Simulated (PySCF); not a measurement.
## Electronic structure of C₄H₈OSi₂ (SMILES CC(=O)[SiH2]C#C[SiH3]) in real space

| atom | x (Å) | y (Å) | z (Å) |
| --- | --- | --- | --- |
| C | -2.1404 | -0.7514 | 0.9306 |
| C | -2.2835 | 0.6968 | 0.5635 |
| O | -3.3147 | 1.3144 | 0.6980 |
| Si | -0.7950 | 1.6974 | -0.1834 |
| C | 0.7441 | 0.6969 | -0.1885 |
| C | 1.7358 | -0.0217 | -0.1462 |
| Si | 3.2171 | -1.1059 | -0.0941 |
| H | -1.8160 | -1.3293 | 0.0495 |
| H | -3.0922 | -1.1422 | 1.3164 |
| H | -1.3427 | -0.8672 | 1.6826 |
| H | -1.1592 | 2.0737 | -1.5788 |
| H | -0.6040 | 2.9209 | 0.6433 |
| H | 2.7781 | -2.5313 | -0.1150 |
| H | 4.0759 | -0.8299 | -1.2811 |
| H | 3.9822 | -0.8379 | 1.1574 |

Geometry: PBE0-D3(BJ)/def2-SVP.

All numbers below come from PySCF, B3LYP/def2-SVPD, SCF density, gas phase.

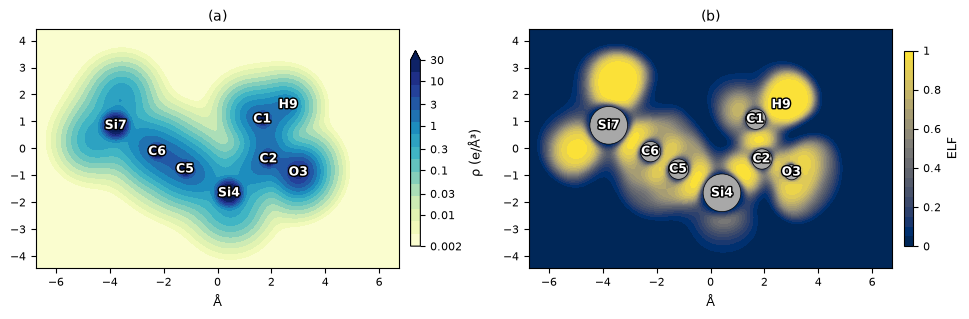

Figure 1. (a) electron density; (b) ELF on the plane of atoms C2, Si4 and C5. Grey discs cover the atomic cores in the ELF map.

Q: Read the bonding off the picture.

A:
- Atoms in the plane: C, O, Si and H.
- C–O (1.21 Å): ρ is about 3.3 e/Å³ halfway; the ELF peaks at about 0.90 between the atoms (a multiple bond).
- C–C (1.23 Å): ρ is about 2.7 e/Å³ halfway; the ELF peaks at about 0.85 between the atoms: a multiple bond.
- C–Si (1.84 Å): the density is about 0.95 e/Å³ at the midpoint; the ELF peaks at about 0.95 between the atoms: a shared electron pair.
- C–H (1.10 Å): the density is about 1.9 e/Å³ at the midpoint; the ELF climbs to about 1 towards the hydrogen, as it does in any bond to H: a covalent bond by its length.
- C–Si (1.94 Å): the density is about 0.9 e/Å³ at the midpoint; the ELF peaks at about 1 between the atoms; localised, covalent bonding.
- The ELF also peaks beside O3, away from the bonds: lone-pair regions.

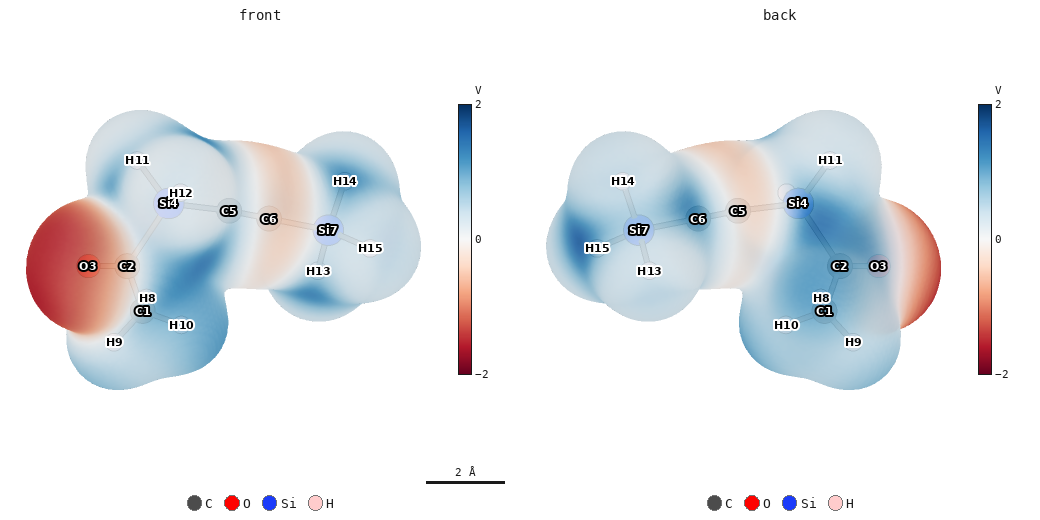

Figure 2. The electrostatic potential painted on the density surface at 0.002 e/bohr³, seen from the front and from behind; red is negative and blue positive.

Q: Where is the surface potential most negative and most positive?

A: The most negative region (about −1.5 V, or −35 kcal/mol for a unit charge) lies over O3, the most positive (about +1.4 V, or +32 kcal/mol for a unit charge) over Si4 and Si7. O3 is the likeliest acceptor of a hydrogen bond.
